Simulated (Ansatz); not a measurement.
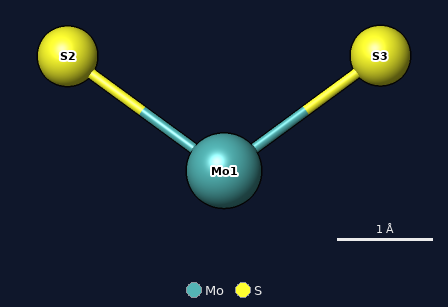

Figure 1. The structure as given in the input (ball-and-stick view, seen at an oblique angle; atoms are numbered from 1 in the order of the input). Sticks mark near contacts. Bond lengths as drawn: Mo–S 2.08 Å.

# What a change does: single-point calculation on MoS2

System: MoS2, charge +1, multiplicity 2.
Method of the first run: UKS PBE-D4/def2-TZVP (Ansatz 0.2.0).

The geometry comes from this level: PBE-D4/def2-TZVP. Text and figures count atoms from 1; the logs count them from 0 in places.

Input, the first run:
```yaml
crystal:
  periodic: [false, false, false]
  atoms:
    - {symbol: Mo, position_ang: [-0.638783, -0.553252, -0.000676]}
    - {symbol: S, position_ang: [-0.751088, 1.512337, 0.195714]}
    - {symbol: S, position_ang: [1.389871, -0.959085, -0.195038]}
basis:
  gaussian: {orbitals: def2-TZVP, initial_orbitals: start.molden}
total_charge: 1
magnetization: {spin_polarized: true, initial_magnetization: 1}
hamiltonian: {xc: pbe, dispersion: d4}
scf: {omitted_lower_state_checks: [starts]}
output: {orbitals: {seedname: orbitals}}
```

Command:
```bash
ansatz run in.yaml --threads 4 --pin off --events-out ev --progress --plain --max-ram 3916MiB
```

Hardware: 4 threads of Arm Neoverse V1, 23 GiB of memory available, shared host.

Output (the first run):
```
Functional definition: PBE
  parameter kappa = 0.804
  parameter beta = 0.06672455060314922
  exchange = pbe_x(kappa = kappa, mu = beta*pi^2/3)
  correlation = pbe_c(beta = beta)
these checks for a lower state are left out or cut short: starts
830 factors; their error is unknown
mean field evaluation 1: about -23512.1737 eV, gradient 7.7e0 eV
mean field evaluation 2: about -23512.3002 eV, gradient 2.8e-1 eV
mean field evaluation 4: about -23512.2954 eV, gradient 7.2e-2 eV
mean field evaluation 8: about -23512.2954 eV, gradient 2.2e-5 eV
mean field -23512.29544637 eV, -864.0609204480 hartree, gradient 2.2e-5 eV, S^2 0.784925; 0 other end points of the search recorded, 0 dependent functions left out
reference -23512.29548672 eV, -864.0609219308 hartree; 23, 22 occupied and 91, 92 virtual orbitals, 830 factors
Total energy: -23512.40532844 eV, -864.0649585395 hartree
Checks for a lower state left out: starts
```

The input of the second run differs as follows (lines with − go, lines with + come):
```diff
-total_charge: 1
-magnetization: {spin_polarized: true, initial_magnetization: 1}
+magnetization: {spin_polarized: true, initial_magnetization: 2}
```

Predict how the results change.

The two differ by one electron: at this geometry, adding it changes the energy by −7.79 eV. The HOMO goes from −11.71 to −4.96 eV. The LUMO goes from −10.65 to −4.28 eV.

Output (the second run):
```
Functional definition: PBE
  parameter kappa = 0.804
  parameter beta = 0.06672455060314922
  exchange = pbe_x(kappa = kappa, mu = beta*pi^2/3)
  correlation = pbe_c(beta = beta)
these checks for a lower state are left out or cut short: starts
830 factors; their error is unknown
mean field evaluation 1: about -23519.9809 eV, gradient 7.7e0 eV
mean field evaluation 2: about -23520.0895 eV, gradient 2.1e-1 eV
mean field evaluation 4: about -23520.0793 eV, gradient 5.0e-2 eV
mean field evaluation 8: about -23520.0793 eV, gradient 7.0e-6 eV
mean field -23520.07933691 eV, -864.3469731490 hartree, gradient 7.0e-6 eV, S^2 2.029074; 0 other end points of the search recorded, 0 dependent functions left out
reference -23520.07938200 eV, -864.3469748062 hartree; 24, 22 occupied and 90, 92 virtual orbitals, 830 factors
Total energy: -23520.19932483 eV, -864.3513826240 hartree
Checks for a lower state left out: starts
```

The two runs side by side:

```tsv
quantity	the first run	the second run
outcome	converged	converged
total energy (hartree)	−864.064959	−864.351383
HOMO (eV)	−11.71	−4.96
LUMO (eV)	−10.65	−4.28
⟨S²⟩	0.785	2.029
basis functions	114	114
wall time (shared host)	1.6 s	1.7 s
```
